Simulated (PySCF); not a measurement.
# BH3O3 (boric acid): levels of theory compared

Wanted: a comparison of 6 runs (BLYP/def2-SVPD, M06-L/def2-SVPD, TPSS/def2-SVPD, revPBE/def2-SVPD, wB97X/def2-SVPD, CCSD(T)/def2-SVPD) of BH3O3 (boric acid). 

Program for the calculation: PySCF 2.14.0.

**1. The system as given**

BH3O3: 7 atoms, total charge 0, spin state singlet. As SMILES, `OB(O)O`. The B2–O4 distance was set to 3.028 Å, away from the relaxed value. At this shape a bond of the SMILES string is far longer than usual.

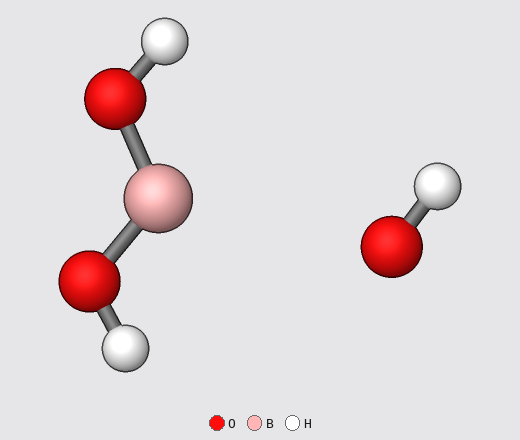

The structure, seen from a chosen angle (oxygen red, boron pink, hydrogen white).

**2. The energy at BLYP/def2-SVPD (run 1)**

Contents of geometry.xyz:

```xyz
7

O     -1.845169     1.251993     1.730799
B     -0.747669     0.442593     1.637599
O     -0.234269    -0.019907     2.808999
O      0.600700    -0.381300    -0.945400
H     -2.192869     1.567993     0.897399
H      0.531331    -0.578807     2.663399
H      0.210500    -0.035700    -1.748300
```

Contents of run.py:

```python
from pyscf import gto, dft

mol = gto.M(
    atom='geometry.xyz',
    spin=0,
    basis='def2-svpd',
    verbose=4,
    max_memory=1860,
)

calc0 = dft.RKS(mol)
calc0.xc = 'blyp'
calc0.grids.level = 5
calc0.conv_tol = 1e-10
calc0.kernel()
if not calc0.converged:
    calc0 = calc0.newton().run(calc0.mo_coeff, calc0.mo_occ)

etot = calc0.e_tot
print(f'total energy: {etot:.8f} hartree')
```

Run with:

```console
$ OMP_NUM_THREADS=1 python run.py
```

Standard output:

```text
PySCF version 2.14.0

[... 101 lines left out ...]
converged SCF energy = -252.08199617695
total energy: -252.08199618 hartree
```

It took 32 s on 1 thread of Arm Neoverse V2, shared host; peak memory 0.59 GiB.

**3. A single-point energy at M06-L/def2-SVPD (run 2)**

Contents of mol.xyz:

```xyz
7

O     -1.845169     1.251993     1.730799
B     -0.747669     0.442593     1.637599
O     -0.234269    -0.019907     2.808999
O      0.600700    -0.381300    -0.945400
H     -2.192869     1.567993     0.897399
H      0.531331    -0.578807     2.663399
H      0.210500    -0.035700    -1.748300
```

Contents of job.py:

```python
from pyscf import gto, dft

system = gto.Mole()
system.atom = 'mol.xyz'
system.basis = 'def2-svpd'
system.verbose = 3
system.max_memory = 1860
system.build()

mf = dft.RKS(system)
mf.xc = 'm06-l'
mf.grids.level = 5
mf.conv_tol = 1e-10
mf.kernel()
if not mf.converged:
    mf = mf.newton().run(mf.mo_coeff, mf.mo_occ)

e_tot = mf.e_tot
print('Final energy', e_tot)
```

Run with:

```console
$ OMP_NUM_THREADS=1 python job.py
```

Standard output:

```text
converged SCF energy = -252.068219535097
Final energy -252.06821953509723
```

It took 72 s on 1 thread of Arm Neoverse V2, shared host; peak memory 0.63 GiB.

Runs 3 to 4 aren't shown in full; the table further down has their settings and results.

**4. A single-point energy at wB97X/def2-SVPD (run 5)**

Contents of job.py:

```python
from pyscf import gto, dft

mol = gto.M(
    atom='''
O     -3.486864     2.365924     3.270736
B     -1.412890     0.836380     3.094614
O     -0.442704    -0.037619     5.308239
O      1.135158    -0.720553    -1.786547
H     -4.143922     2.963077     1.695838
H      1.004070    -1.093787     5.033095
H      0.397787    -0.067463    -3.303808
''',
    max_memory=1860,
    unit='bohr',
    verbose=3,
    basis='def2-svpd',
    spin=0,
    charge=0,
)

myscf = dft.RKS(mol, xc='wb97x')
myscf.grids.level = 5
myscf.conv_tol = 1e-10
myscf.kernel()
if not myscf.converged:
    myscf = myscf.newton().run(myscf.mo_coeff, myscf.mo_occ)

energy = myscf.e_tot
print('Final energy', energy)
```

Run with:

```console
$ OMP_NUM_THREADS=1 python job.py
```

Standard output:

```text
converged SCF energy = -252.020331017388
Final energy -252.02033101738846
```

Run time: 34 s. Hardware: 1 thread of Arm Neoverse V2, shared host; peak memory 0.59 GiB.

**5. The energy at CCSD(T)/def2-SVPD (run 6)**

Contents of calc.py:

```python
from pyscf import gto, scf, cc

mol = gto.M(
    atom='''
O     -3.486864     2.365924     3.270736
B     -1.412890     0.836380     3.094614
O     -0.442704    -0.037619     5.308239
O      1.135158    -0.720553    -1.786547
H     -4.143922     2.963077     1.695838
H      1.004070    -1.093787     5.033095
H      0.397787    -0.067463    -3.303808
''',
    charge=0,
    verbose=3,
    basis='def2-svpd',
    max_memory=1860,
    unit='bohr',
    spin=0,
)

mf = scf.RHF(mol)
mf.conv_tol = 1e-10
mf.kernel()
if not mf.converged:
    mf = mf.newton().run(mf.mo_coeff, mf.mo_occ)

mycc = cc.CCSD(mf, frozen=4)
mycc.kernel()
e_t = mycc.ccsd_t()
e_tot = mycc.e_tot + e_t
print('E = %.10f Eh' % e_tot)
```

Run with:

```console
$ OMP_NUM_THREADS=1 python calc.py
```

Standard output:

```text
converged SCF energy = -250.742743138956
E(CCSD) = -251.4730523438653  E_corr = -0.7303092049096325
CCSD(T) correction = -0.0403349205919543
E = -251.5133872645 Eh
```

It took 2.1 min on 1 thread of Arm Neoverse V2, shared host; peak memory 0.95 GiB.

**6. All runs side by side**

```
run              level  integration grid  frozen core orbitals  energy (Eh)  dipole moment (D) of the reference  HOMO energy (eV)  LUMO energy (eV)  wall time
  1     BLYP/def2-SVPD                 5                     –  -252.081996                                3.24             -5.21             -4.63       32 s
  2    M06-L/def2-SVPD                 5                     –  -252.068220                                3.26             -5.37             -4.39       72 s
  3     TPSS/def2-SVPD                 5                     –  -252.137872                                3.23             -5.35             -4.60       74 s
  4   revPBE/def2-SVPD                 5                     –  -252.044442                                3.29             -5.18             -4.61       32 s
  5    wB97X/def2-SVPD                 5                     –  -252.020331                                4.12             -9.09             -2.03       34 s
  6  CCSD(T)/def2-SVPD                 –                     4  -251.513387                                5.02             -9.23             -0.97    2.1 min
```

**7. Summary of results**

| quantity | value |
| --- | --- |
| run 6: total energy | -251.51339 Eh |
| run 6: dipole moment (Hartree–Fock density) | 5.02 D |
| run 6: HOMO energy (Hartree–Fock orbitals) | -9.23 eV |
| run 6: LUMO energy (Hartree–Fock orbitals) | -0.97 eV |
| run 6: HOMO–LUMO gap (Hartree–Fock orbitals) | 8.26 eV |
| run 6: correlation energy (4 core orbitals frozen) | -770.6 mEh |
| run 6: (T) correction | -40.33 mEh |
| run 6: T1 diagnostic | 0.051 |

What this shows: Over runs 1, 2, 3, 4, 5 the dipole moment (its size) runs from 3.23 D (TPSS/def2-SVPD) to 4.12 D (wB97X/def2-SVPD). Over runs 1, 2, 3, 4, 5 the HOMO–LUMO gap runs from 0.57 eV (revPBE/def2-SVPD) to 7.06 eV (wB97X/def2-SVPD). Totals of different functionals can't be ranked against each other. In run 6 the T1 diagnostic is large, so a single reference may not serve. In all runs a closed-shell determinant meets a far-stretched bond; if it breaks into open shells, such a determinant describes it badly, and no broken-symmetry solution was shown. All runs together took 6.1 min, the longest 2.1 min.
